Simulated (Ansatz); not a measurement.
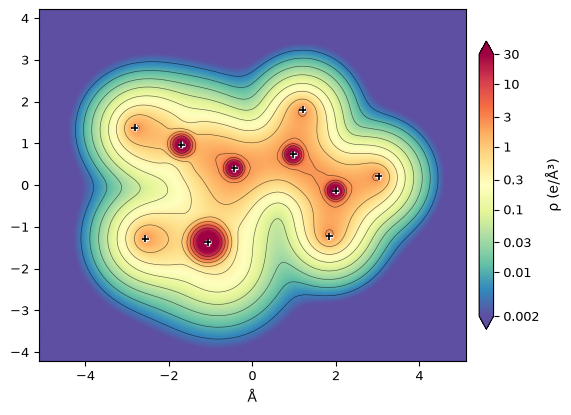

The total electron density on a plane through atoms (crosses mark nuclei in the plane).

Method: RKS PBE0/def2-SVP in Ansatz.

Candidates:
A. C₃H₇BSi
B. BrGeH₃···CH₄

Question: Which system is this?

Answer: Candidate A: C₃H₇BSi on the plane of atoms C4, C5 and H12, which holds B, C, Si and H. C–C (1.34 Å): the density is about 2.2 e/Å³ at the midpoint. C–B (1.38 Å): ρ at the midpoint is about 1.8 e/Å³.
